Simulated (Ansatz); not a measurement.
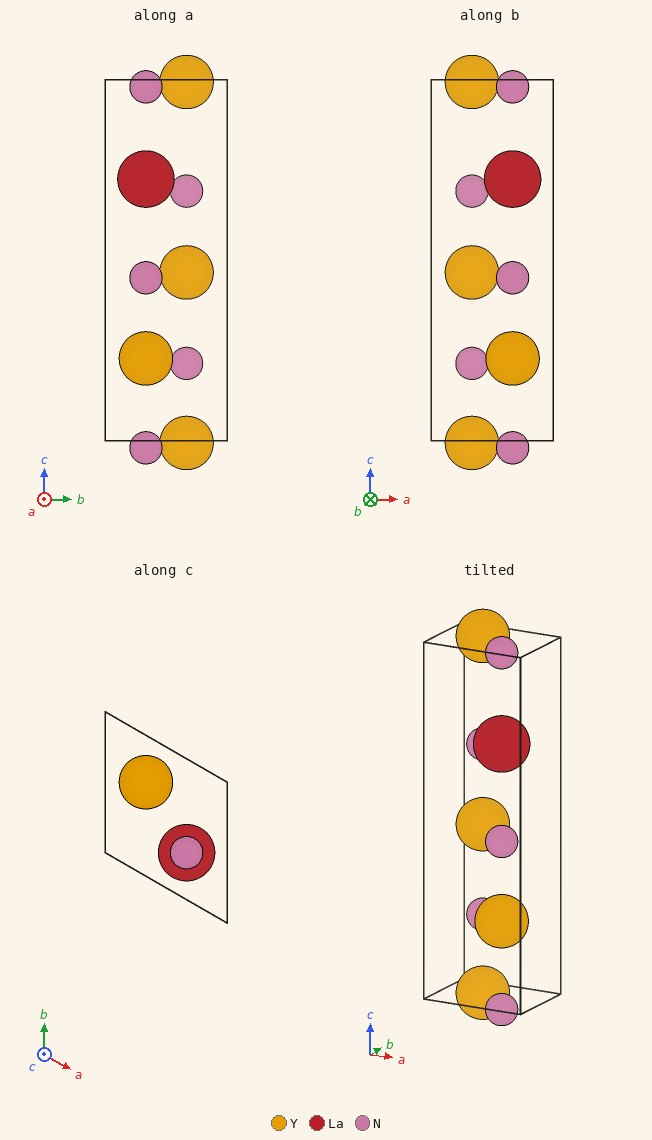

Shown here is a spheres-only view of the crystal, taken along the a axis, along the b axis, along the c axis and slightly off an axis. One conventional unit cell is framed, with atoms on its boundary repeated.

Lattice parameters: a = 4.0465 Å, b = 4.0465 Å, c = 10.3672 Å, α = 90.000°, β = 90.000°, γ = 120.000°.

### Transcribe the picture into a CIF with its space group and independent sites, with free fractional coordinates to two decimals.

```cif
data_structure
_symmetry_space_group_name_H-M 'P 3 m 1'
_symmetry_Int_Tables_number 156
_cell_length_a 4.0465
_cell_length_b 4.0465
_cell_length_c 10.3672
_cell_angle_alpha 90.000
_cell_angle_beta 90.000
_cell_angle_gamma 120.000
_cell_volume 147.01
loop_
_atom_site_label
_atom_site_type_symbol
_atom_site_symmetry_multiplicity
_atom_site_Wyckoff_symbol
_atom_site_fract_x
_atom_site_fract_y
_atom_site_fract_z
_atom_site_occupancy
Y1 Y 1 b 0.3333 0.6667 0.99 1
Y2 Y 1 b 0.3333 0.6667 0.47 1
Y3 Y 1 c 0.6667 0.3333 0.23 1
La1 La 1 c 0.6667 0.3333 0.72 1
N1 N 1 b 0.3333 0.6667 0.21 1
N2 N 1 b 0.3333 0.6667 0.69 1
N3 N 1 c 0.6667 0.3333 0.45 1
N4 N 1 c 0.6667 0.3333 0.98 1
```

The structure comes from a structure type filled with these elements by a generator (whether the compound takes this form wasn't checked). Earlier steps of the study may have refined or changed the cell and positions. Ansatz was used for an electronic-structure calculation on it.
